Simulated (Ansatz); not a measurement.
```sh
ansatz run in.yaml --threads 2 --pin off --events-out ev --progress --plain --max-ram 31744MiB --backend cpu
```

```yaml
crystal:
  periodic: [false, false, false]
  atoms:
    - {symbol: N, position_ang: [-0.395527, 1.404503, 0.003730]}
    - {symbol: Si, position_ang: [-0.004007, -0.178462, 0.521430]}
    - {symbol: N, position_ang: [0.402054, -1.114165, -0.852121]}
    - {symbol: H, position_ang: [-1.135116, 1.575663, -0.657334]}
    - {symbol: H, position_ang: [-0.236520, 2.193468, 0.607193]}
    - {symbol: H, position_ang: [-1.088905, -0.971054, 1.171496]}
    - {symbol: H, position_ang: [1.068123, 0.044648, 1.535617]}
    - {symbol: H, position_ang: [1.151466, -0.847941, -1.469204]}
    - {symbol: H, position_ang: [0.238433, -2.106670, -0.860808]}
basis:
  gaussian: {orbitals: def2-TZVPP}
hamiltonian: {xc: {name: wB97M-V}}
output: {forces: true, orbitals: {seedname: orbitals}}
```

What structure does this define?

Formula H6N2Si. As SMILES it reads `N[SiH2]N`. It has no ring. Among its groups: Si–H bond, Si–N bond. This geometry has C2 symmetry. Coordination, clear cases only: 1 Si tetrahedral.

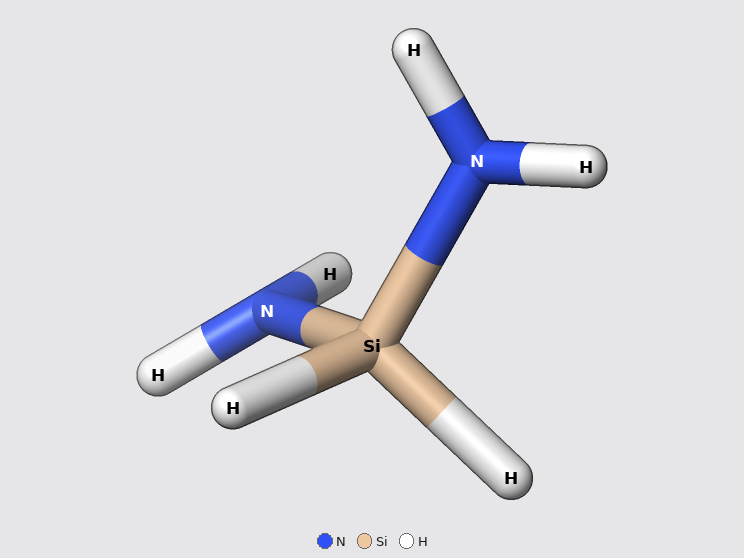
